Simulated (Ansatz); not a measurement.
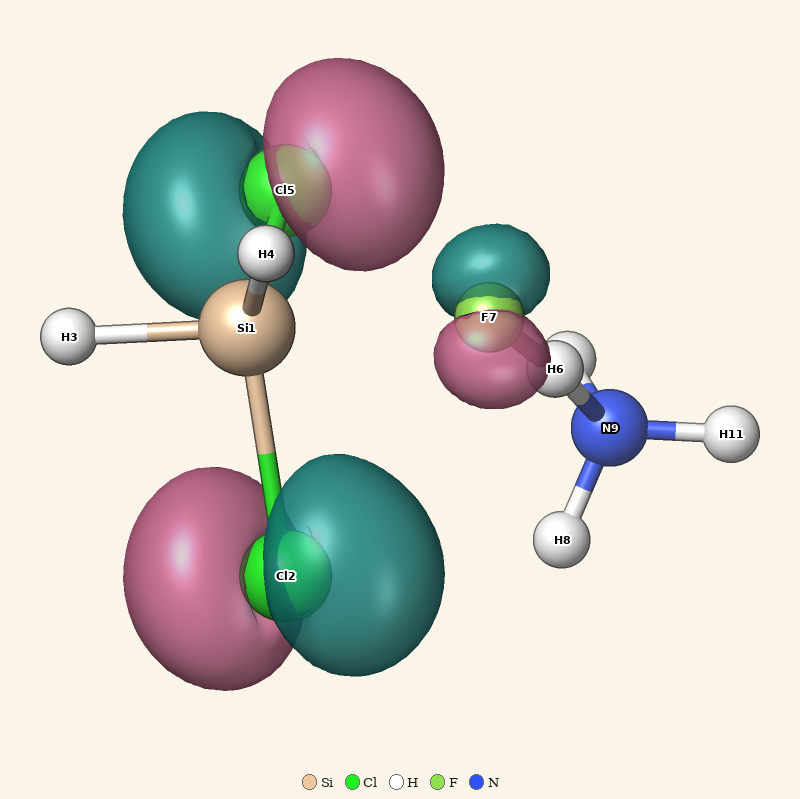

Cl₂H₂Si···FH₄N. The HOMO−1 at ±0.15 Å⁻³ᐟ² (teal and pink are the two phases), seen at an oblique angle.

A transition-state structure; geometry: PBE0-D4/def2-TZVP.

Level of theory: RKS PBE0-D4/def2-TZVPP in Ansatz.

Input

```
crystal:
  periodic: [false, false, false]
  atoms:
    - {symbol: Si, position_ang: [-0.473363, 1.079610, -1.300458]}
    - {symbol: Cl, position_ang: [-0.874320, -0.952071, -1.672885]}
    - {symbol: H, position_ang: [-0.120471, 1.409420, -2.710344]}
    - {symbol: H, position_ang: [-1.580784, 2.011935, -1.011962]}
    - {symbol: Cl, position_ang: [1.447950, 1.450186, -0.528439]}
    - {symbol: H, position_ang: [-0.258818, -0.241816, 1.037247]}
    - {symbol: F, position_ang: [-0.928370, 0.605432, 0.618375]}
    - {symbol: H, position_ang: [0.396131, -1.897319, 0.671468]}
    - {symbol: N, position_ang: [0.526885, -1.156639, 1.354335]}
    - {symbol: H, position_ang: [1.466885, -0.785975, 1.252810]}
    - {symbol: H, position_ang: [0.398276, -1.522662, 2.290052]}
basis:
  gaussian: {orbitals: def2-TZVPP}
hamiltonian: {xc: pbe0, dispersion: d4}
output: {orbitals: {seedname: orbitals}}
```

Launched as:

```sh
ansatz run in.yaml --threads 8 --pin off --events-out ev --progress --plain --max-ram 19148MiB
```

> What is the character of this orbital?

Its weight (Hirshfeld) is mainly on Cl2 (about 45 %), Cl5 (about 40 %) and F7 (about 10 %); largely a combination of lone pairs on Cl2, Cl5 and F7. Its energy is −8.69 eV.
